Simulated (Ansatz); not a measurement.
**RPA@PBE/STO-3G run of BH2SCl (SMILES SBCl)**

What is the energy change on altering one bond length of BH2SCl at RPA@PBE/STO-3G? 

The results are computed with Ansatz 0.2.0.

61 further runs of the same task are left out: 1 that didn't finish, 60 set aside as unsound or not needed.

### 1 The structure to begin with

BH2SCl: 5 atoms, total charge 0, spin state singlet. SMILES: `SBCl`. Geometry: relaxed at PBE0-D4/def2-TZVP. This is one conformer, not always the lowest.

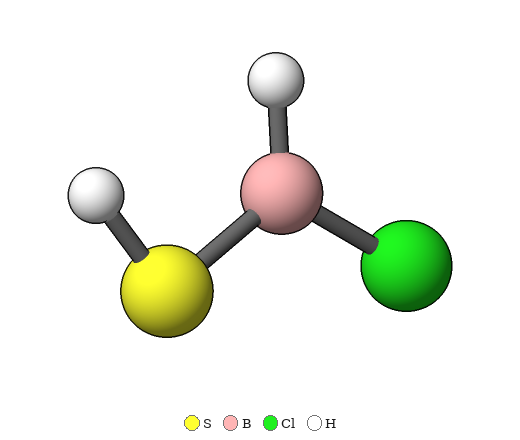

The structure, seen from a chosen angle (sulfur yellow, boron pink, chlorine green, hydrogen white).

### 2 The energy at RPA@PBE/STO-3G

File molecule.yaml:

```yaml
crystal:
  periodic: [false, false, false]
  atoms:
    - {symbol: S, position_ang: [-1.294500, -0.008800, -0.323500]}
    - {symbol: B, position_ang: [0.402900, -0.217800, 0.164700]}
    - {symbol: Cl, position_ang: [0.888700, -1.738900, 0.868900]}
    - {symbol: H, position_ang: [-1.157600, 1.248200, -0.777100]}
    - {symbol: H, position_ang: [1.210400, 0.643400, 0.025700]}
basis:
  gaussian:
    orbitals: STO-3G
correlation:
  method: rpa
  frozen_orbitals: {B: 1, Cl: 5, H: 0, S: 5}
accuracy: high
hamiltonian:
  xc: pbe
```

Command:

```console
$ ansatz run molecule.yaml --threads 1 --pin off --max-ram 2610MiB --events-out events.jsonl --progress --plain --runs-dir runs
```

Output:

```text
Warning: RAYON_NUM_THREADS=1 ignored (pool sized by the plan → 1); use --threads N
Functional definition: PBE
  name "PBE"
  parameter kappa = 0.804
  parameter beta = 0.06672455060314922
  exchange = pbe_x(kappa = kappa, mu = beta*pi^2/3)
  correlation = pbe_c(beta = beta)
450 factors; integrals over basis functions are off by at most 2.0e-8 eV
mean field evaluation 1: about -23791.6224 eV, gradient 1.2e1 eV
mean field evaluation 2: about -23791.5744 eV, gradient 1.2e1 eV
mean field evaluation 4: about -23792.1891 eV, gradient 1.5e0 eV
mean field evaluation 8: about -23792.1979 eV, gradient 2.7e-2 eV
mean field evaluation 16: about -23792.1979 eV, gradient 1.1e-8 eV
mean field -23792.19789485 eV, -874.3471457046 hartree, gradient 1.1e-8 eV, S^2 0.000000; 0 other end points of the search recorded, 0 dependent functions left out
11 core orbitals not correlated: weight in the atoms' cores, before any rotation towards them, 1.000 or more for the frozen orbitals, at most 0.000 for the correlated occupied ones
reference -23764.75523025 eV, -873.3386463820 hartree; 9, 9 occupied and 5, 5 virtual orbitals, 450 factors
Total energy: -23769.38327370 eV, -873.5087238418 hartree
```

It took 2.2 s on 1 thread of Arm Neoverse V1, shared host; peak memory 0.1 GiB.

### 3 The distorted shape at the same level

File molecule.yaml:

```yaml
crystal:
  periodic: [false, false, false]
  atoms:
    - symbol: S
      position_ang: [-1.328728, -0.323082, -0.210089]
    - symbol: B
      position_ang: [0.368672, -0.532082, 0.278111]
    - symbol: Cl
      position_ang: [0.854472, -2.053182, 0.982311]
    - symbol: H
      position_ang: [-1.157600, 1.248200, -0.777100]
    - symbol: H
      position_ang: [1.176172, 0.329118, 0.139111]
basis:
  gaussian:
    orbitals: STO-3G
hamiltonian:
  xc: {name: PBE}
correlation:
  method: rpa
  frozen_orbitals: {B: 1, Cl: 5, H: 0, S: 5}
accuracy: high
```

Command:

```console
$ ansatz run molecule.yaml --threads 1 --pin off --max-ram 2610MiB --events-out events.jsonl --progress --plain --runs-dir runs
```

Output:

```text
Warning: RAYON_NUM_THREADS=1 ignored (pool sized by the plan → 1); use --threads N
Functional definition: PBE
  name "PBE"
  parameter kappa = 0.804
  parameter beta = 0.06672455060314922
  exchange = pbe_x(kappa = kappa, mu = beta*pi^2/3)
  correlation = pbe_c(beta = beta)
449 factors; integrals over basis functions are off by at most 7.2e-9 eV
mean field evaluation 1: about -23790.7186 eV, gradient 1.2e1 eV
mean field evaluation 2: about -23790.6546 eV, gradient 1.2e1 eV
mean field evaluation 4: about -23791.3110 eV, gradient 1.6e0 eV
mean field evaluation 8: about -23791.3232 eV, gradient 1.0e-1 eV
mean field evaluation 16: about -23791.3233 eV, gradient 1.2e-8 eV
mean field -23791.32330431 eV, -874.3150050952 hartree, gradient 1.4e-8 eV, S^2 0.000000; 0 other end points of the search recorded, 0 dependent functions left out
11 core orbitals not correlated: weight in the atoms' cores, before any rotation towards them, 1.000 or more for the frozen orbitals, at most 0.000 for the correlated occupied ones
reference -23763.26683087 eV, -873.2839487135 hartree; 9, 9 occupied and 5, 5 virtual orbitals, 449 factors
Total energy: -23768.50980489 eV, -873.4766244553 hartree
```

Wall time 2.1 s (1 thread of Arm Neoverse V1, shared host); peak memory 0.1 GiB.

### 4 Outcome

Level: RPA@PBE/STO-3G, 11 core orbitals frozen.

| quantity | value |
| --- | --- |
| first shape: total energy | -873.50872 Eh |
| first shape: RPA correlation energy (valence) | -170.1 mEh |
| distorted shape: total energy | -873.47662 Eh |
| distorted shape: RPA correlation energy (valence) | -192.7 mEh |
| energy change with the S1–H4 bond stretched from 1.343 to 1.679 Å | 0.873 eV |

With the S1–H4 bond stretched from 1.343 to 1.679 Å the energy rises by 0.87 eV (84.3 kJ/mol). The first shape isn't relaxed at this level, so the change isn't measured from a minimum. The minimal basis adds a large error of its own.
